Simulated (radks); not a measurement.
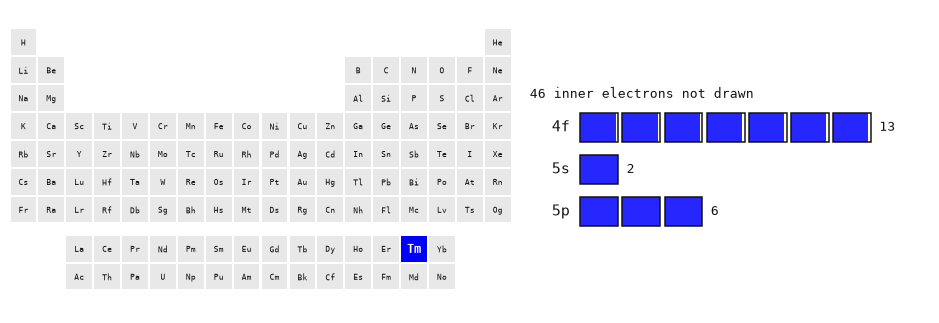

**Figure 1.** Left, the place of thulium in the periodic table; right, the outer shells as the input fills them: a box for each of the 2l + 1 orbitals, shaded by the share of the shell that is filled, with the electron count at the right.

**Atomic calculation, with input and output: Tm²⁺**

System: the Tm²⁺ ion in the configuration [Xe] 4f13 (high spin).
Method: non-relativistic Kohn-Sham, PBE, spin-polarised, spherical densities, point nucleus (the in-house radial solver radks).

**The input**
```
Z 69
configuration [Xe] 4f13
relativity non-relativistic
functional pbe,pbe
spin polarised
nucleus point
mesh_step 0.03
max_iterations 70
```

Energies in input and log are in hartree, lengths in bohr.

Launched within a batch (the task file carries these settings):
```bash
python <driver script> task.json out
```

**The program's output**
```
1s      1   1.0000       -2024.61857917
2s      1   1.0000        -327.77741502
2p      1   3.0000        -313.11024209
3s      1   1.0000         -73.44614971
3p      1   3.0000         -66.77709759
3d      1   5.0000         -54.35131360
4s      1   1.0000         -14.42834622
4p      1   3.0000         -11.73423716
4d      1   5.0000          -6.88004017
4f      1   7.0000          -0.79745184
5s      1   1.0000          -2.16114931
5p      1   3.0000          -1.45641605
1s      2   1.0000       -2024.61857846
2s      2   1.0000        -327.77669652
2p      2   3.0000        -313.10982988
3s      2   1.0000         -73.42577365
3p      2   3.0000         -66.75863780
3d      2   5.0000         -54.33816535
4s      2   1.0000         -14.39500960
4p      2   3.0000         -11.70105480
4d      2   5.0000          -6.84713884
4f      2   6.0000          -0.76803304
5s      2   1.0000          -2.14868799
5p      2   3.0000          -1.44692282
Etot -12943.28745651247
Ekin 12939.67322121882
Encl -30772.748247881053
Eh 5162.222022985634
Exc -272.434452835868
err 3.2556382803791783e-09
it 17
```

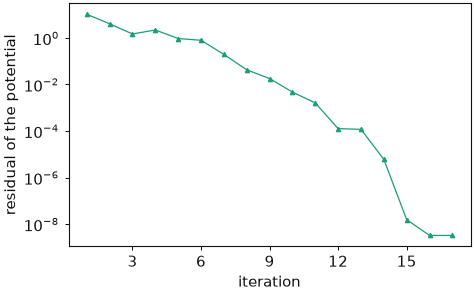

**Figure 2.** Convergence: residual of the potential against the iteration. The residual falls almost steadily, with no more than small rises or pauses. It goes from 10 to 3.3×10⁻⁹ in 17 steps.

**What the run reported**

- outcome: converged
- total energy: −12943.2875 hartree
- kinetic energy: 12939.6732 hartree
- electron–nucleus energy: −30772.7482 hartree
- Hartree energy: 5162.2220 hartree
- exchange–correlation energy: −272.434453 hartree
- radius at density 0.001 e/bohr³: 3.33 bohr
- SCF iterations: 17
- hardware: 1 thread of Arm Neoverse V1, 23 GiB of memory available, shared host

**What is odd here**

A numerical setting was moved from its usual value: mesh step h = 0.03. The program ran to the end, and its total energy equals that of the same run with the usual input (−12943.28745 hartree) within 10⁻⁵ hartree, so the oddity leaves no trace in it. Relativity is left out, which matters for an atom this heavy.
